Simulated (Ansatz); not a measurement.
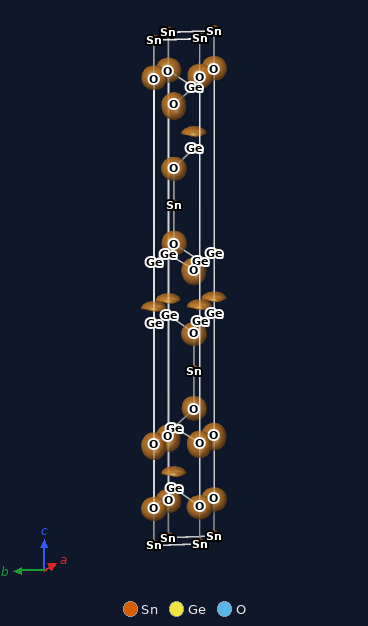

*SnGe2O3. Isosurface of the ELF at 0.7 (orange), seen at an oblique angle. Only the valence region is drawn (cores and ρ < 0.01 e/Å³ removed). Sticks mark near contacts.*

Space group Cm; a structure from a database of computed crystals, not necessarily the ambient phase; started from the CaSm2S3-164 prototype, which need not be the ambient phase; changed on purpose from its base cell (shaken).

Computed with DFT, PBEsol, plane waves, PAW (Ansatz 0.2.0).

Core electrons are frozen (PAW), and the valence fields are smoothed inside the atomic spheres.

The calculation's input:

```
crystal:
  lattice:
    - [3.1971158671, -0.0393571497, -0.0070577852]
    - [-1.6326422296, 2.8000726042, 0.000727731]
    - [-0.0205996557, -0.0094405882, 9.2348649026]
  atoms:
    - { symbol: Sn, position: [-0.0248142994, -0.092651631, 0.0127715976] }
    - { symbol: Ge, position: [0.3467097583, 0.7808319638, 0.6682503676] }
    - { symbol: Ge, position: [0.6276852623, 0.3809105795, 0.3493301538] }
    - { symbol: O, position: [0.3882517568, 0.6468128406, 0.2706912763] }
    - { symbol: O, position: [0.6137789009, 0.405368829, 0.7391369592] }
    - { symbol: O, position: [0.018732079, 0.0498449714, 0.5070384162] }
kpoints:
  mp_grid: { grid: [6, 6, 2] }
hamiltonian:
  xc: pbesol
scf:
  occupations: { method: fermi_dirac, width: 0.05 }
relax:
  f_tol: 0.01
  cell: {}
  max_steps: 120
output:
  write_density: true
  write_potential: true
  elf: true
  volumetric_format: npy
```

Launched as:

```sh
ansatz run input.yaml --threads 2 --pin off --max-ram 2211MiB --backend cpu --events-out ev --progress --plain --runs-dir out
```

Below, planes, directions and counts refer to the standardised cell (a = 3.04 Å, b = 3.04 Å, c = 33.42 Å, α = 89.92°, β = 90.00°, γ = 119.99°).

The fields are those of the run's last geometry, not of the input's.

Where are the electrons localised?

The surface consists of three lobes on Ge, pointing away from the bonds (lone pairs) and nine regions wrapped around O (the valence shell of each), counted in one cell of 18 atoms. Regions shared between cells count once. Profiles from the grid: Ge–O (1.97 Å): the ELF peaks at about 0.80 in the valence shell of O, 0.6 Å from its nucleus, and is about 0.45 at the midpoint. Sn–O (2.47 Å): the ELF is about 0.15 at the midpoint; no localised pair shows between them.
